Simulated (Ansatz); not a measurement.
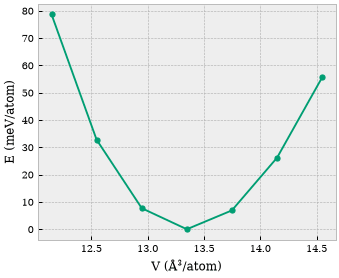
Fig. 1. AlMo2C in space group P6_3/mmc (No. 194; Al on 2d, Mo on 4f, C on 2a) under volume change, the program Ansatz at the PBE level (PAW), shape and atoms relaxed at each volume.

Task: What does a third-order Birch–Murnaghan fit give for V₀, B₀ and B′?

Result: V₀ = 13.35 Å³/atom, B₀ = 193 GPa, B′ = 5.0.

The start of the workflow was typed in or built on a structure type; neither database checked (COD, Materials Project) lists it. Whether it is the stable phase at ambient conditions was not checked. Symmetry was held in the PBE relaxation; its stability against distortions is not shown here. No spin polarisation was allowed.

Potentials: the earlier of the program's two PAW sets.
